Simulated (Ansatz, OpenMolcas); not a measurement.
# A ladder of methods for C2H3Al (ethynylalumane)

C2H3Al: 6 atoms, total charge 0, spin state singlet. As SMILES, `C#[C][AlH2]`. The coordinates come from a PBE0-D4/def2-TZVP relaxation.

Each level gives the vertical energy of the triplet above the singlet (eV). The values are calculated.

```csv
level,kind,program,value (eV),less CCSD(T)/def2-TZVP
HF/def2-TZVP,Hartree–Fock,Ansatz,3.82,-1.06
SVWN5/def2-TZVP,LDA,Ansatz,4.07,-0.81
BLYP/def2-TZVP,GGA,OpenMolcas,4.16,-0.72
revPBE/def2-TZVP,GGA,Ansatz,4.08,-0.80
TPSS/def2-TZVP,meta-GGA,OpenMolcas,4.21,-0.67
BHLYP/def2-TZVP,global hybrid,Ansatz,4.44,-0.44
wB97X/def2-TZVP,range-separated hybrid,Ansatz,4.70,-0.18
CCSD(T)/def2-TZVP,coupled cluster or CI,Ansatz,4.88,0.00
```

Differences are taken from CCSD(T)/def2-TZVP for orientation; it has basis-set and higher-order errors of its own. The values span 3.82 to 4.88 eV.

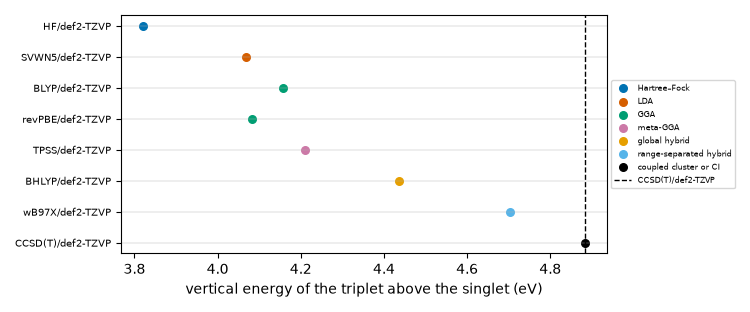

The values of the table, level by level.
